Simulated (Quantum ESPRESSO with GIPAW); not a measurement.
# Octahedral tilting in SrTiO3 seen by 87Sr

Starting from the cubic perovskite, neighbouring octahedra are turned by θ about [001] in opposite senses, in all three directions (tilt system a⁰a⁰c⁻). The cell and the cations are held, so the in-plane bonds lengthen as 1/cos θ. GIPAW with PBEsol and plane-wave PAW files from pslibrary 1.0.0 recipes (Ti spn, Sr spn, O n), cutoffs 60 and 576 Ry, a 5×5×5 mesh in every shielding run (Quantum ESPRESSO with GIPAW, a patched development version), without spin-orbit coupling. The atoms are held where the series puts them. The cells were built for this series from an entry of the Crystallography Open Database, taken as a prototype, and need not be stable phases.

One member of the series, SrTiO3 (I4/mcm) at 6 °, as used in the shielding run:

```
Ti Sr O
1.0
     0.00000    3.90500    3.90500
     3.90500    0.00000    3.90500
     3.90500    3.90500    0.00000
Ti Sr O
2 2 6
Direct
  0.00000 0.00000 0.00000
  0.50000 0.50000 0.50000
  0.25000 0.25000 0.25000
  0.75000 0.75000 0.75000
  0.77628 0.22372 0.27628
  0.27628 0.72372 0.22372
  0.25000 0.25000 0.75000
  0.22372 0.77628 0.72372
  0.72372 0.27628 0.77628
  0.75000 0.75000 0.25000
```

```csv
angle θ (°),θ² (deg²),mean bond at Sr (Å),σ_iso of Sr (ppm)
0,0.00,2.7613,2911.33
1.5,2.25,2.7614,2910.03
3,9.00,2.7619,2906.12
4.5,20.25,2.7627,2899.74
6,36.00,2.7638,2891.03
7.5,56.25,2.7653,2880.22
9,81.00,2.7671,?
10.5,110.25,2.7692,2853.03
12,144.00,2.7717,2837.05
```

**Task.** Fit σ_iso of Sr against x, the square of the angle in deg²; judge whether a straight line is enough, and predict the withheld row (x = 81.00 deg²).

1. The 8 known rows give Σx = 378.00, Σy = 23088.55, Σx² = 37847.2500 and Σxy = 1080593.5950.

2. Slope b = (nΣxy − ΣxΣy)/(nΣx² − (Σx)²) = -0.51736 and intercept a = (Σy − bΣx)/n = 2910.51 ppm.

3. Residuals y − a − bx, in the order of the table: +0.82, +0.68, +0.26, -0.30, -0.86, -1.19, -0.44, +1.04 ppm; r.m.s. 0.77 ppm, R² = 0.999. They bend, and a quadratic term takes most of them away: y = 2911.2841 − 0.5759942 x + 4.22829e-4 x², r.m.s. 0.058 ppm.

4. At x = 81.00 deg², inside the fitted range, the line gives 2868.61 ppm and the parabola 2867.40 ppm.

5. The run gives 2867.50 ppm. The line misses by +1.11 ppm, the parabola by -0.10 ppm; that is within twice the r.m.s. of the parabola. Verdict: a line is not enough; the parabola both fits and predicts better.

Between neighbouring rows of the full table the slope is -5.8 ppm for 10 deg² of θ² at the low end and -4.7 at the high end. Turning by −θ gives the same structure shifted by one cell, so a mean over an element is even in θ: hence the fit against θ². The macroscopic shape term is left out. It is common to all sites of a cell; for a sphere, judged roughly from the xx and yy parts of the valence susceptibility, it lies between 4.4 and 5.4 ppm in these runs.

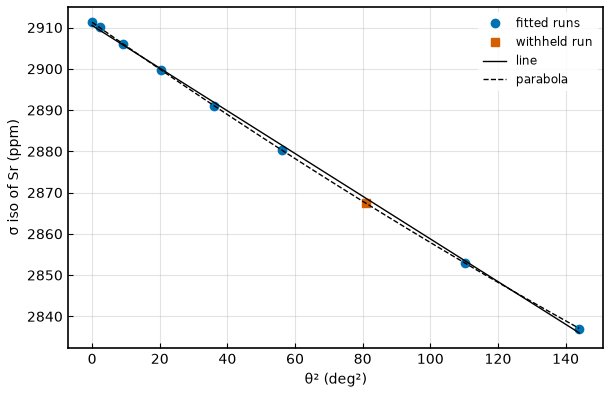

σ_iso of Sr against θ².

[Logs are printed without paths, hosts, clocks, repeated set-up lines and the standing remarks that a program may print on its own settings, such as how far it seeks lower states.]

[Hosts, paths, dates, database ids (printed as entryN), source tags and the programs' standing remarks are cut or masked in the printed files.]
